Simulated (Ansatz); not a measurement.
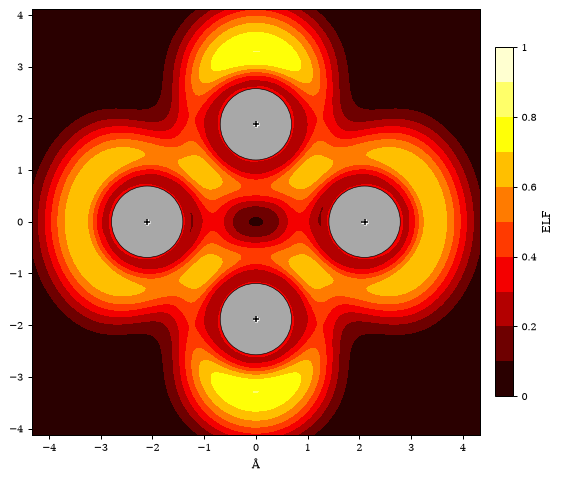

The electron localisation function on a plane through atoms (crosses mark nuclei in the plane; grey discs cover the cores).

Method: Ansatz, UKS PBE0-D4/def2-TZVP.

Candidates:
A. B6La (charge +1, quintet)
B. C2H8Ge (charge +1, doublet)
C. Te4 (triplet)

Q: Which candidate gave the map?

A: Candidate C: Te4 on the molecular plane, which holds Te. Te–Te (2.82 Å): the ELF peaks at about 0.65 between the atoms.
